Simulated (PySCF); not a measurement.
# C$_{2}$H$_{10}$NO$_{2}$Si$_{2}$ (doublet): what the fields show

```xyz
17

C    -1.2013    1.2068   -0.5435
N    -1.0673   -0.1468   -0.1517
C    -2.2400   -0.9339   -0.1855
Si    0.3552   -0.8228    0.6961
O     0.5538   -2.3201    0.5303
O     1.4852    0.2879    0.2845
Si    3.0732    0.3895    0.0367
H    -0.2381    1.7010   -0.4522
H    -1.5371    1.2609   -1.5861
H    -1.9510    1.7338    0.0604
H    -2.0094   -1.9191    0.2060
H    -3.0583   -0.4810    0.3868
H    -2.5888   -1.0385   -1.2195
H    -0.0563   -0.2782    2.0191
H     3.4544   -0.4051   -1.1272
H     3.7812   -0.0490    1.2378
H     3.2375    1.8267   -0.2017
```

Geometry: GFN2-xTB.

Level of theory: UKS B3LYP, pcH-1 on C H N O Si, non-relativistic, mean-field spin-orbit, GIAO (PySCF 2.14.0, density-fitted response routines).

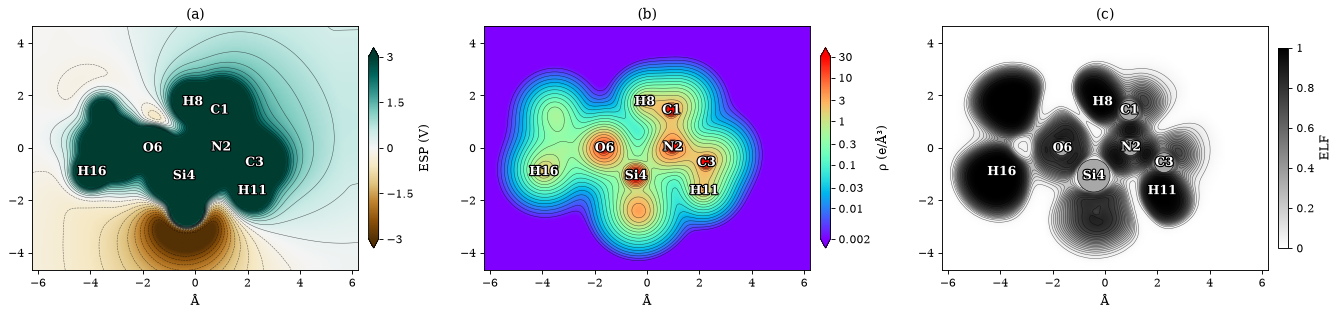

Figure 1. (a) electrostatic potential; (b) total electron density; (c) electron localisation function on the plane of atoms N2, C3 and H11. Grey discs cover the atomic cores in the ELF map.

**Read the bonding off the picture.**

Atoms in the plane: C, N, Si, O and H.
C–N (1.41 Å): the density is about 2.1 e/Å³ at the midpoint; the ELF peaks at about 0.95 between the atoms (localised, covalent bonding).
Si–N (1.79 Å): the density is about 0.95 e/Å³ at the midpoint; the ELF peaks at about 0.95 between the atoms, as expected for a polar covalent bond.
C–H (1.08 Å): the density is about 2.1 e/Å³ at the midpoint; the ELF climbs to about 1 towards the hydrogen, as it does in any bond to H; a covalent bond by its length.
Si–O (1.64 Å): ρ at the midpoint is about 1.1 e/Å³; the ELF peaks at about 0.85 between the atoms, as expected for a shared but strongly polarised pair.
The ELF also peaks beside O5 and O6, away from the bonds: non-bonding electrons, paired or unpaired.
Outside the dense part of the molecule the potential is most negative (−3.7 V) near O5, which lies off the plane.

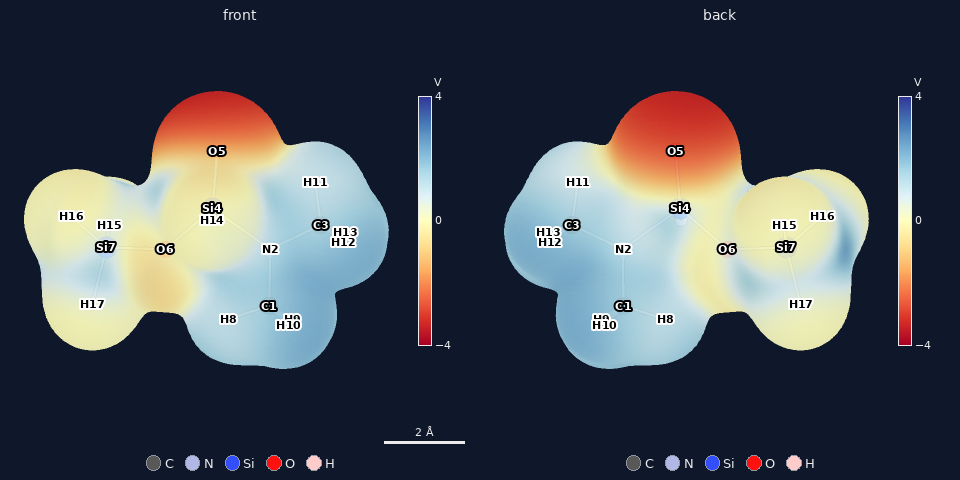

Figure 2. The molecular electrostatic potential painted on the density surface at 0.004 e/bohr³, seen from the front and from behind; the colour scale runs from red (negative) to blue (positive).

**Which sites attract a positive test charge, and which a negative one?**

A positive charge is drawn to the negative regions and a negative charge to the positive ones. The most negative region (about −3.3 V) lies over O5, the most positive (about +2.2 V) over the C, H and Si atoms. O5 is the likeliest acceptor of a hydrogen bond.
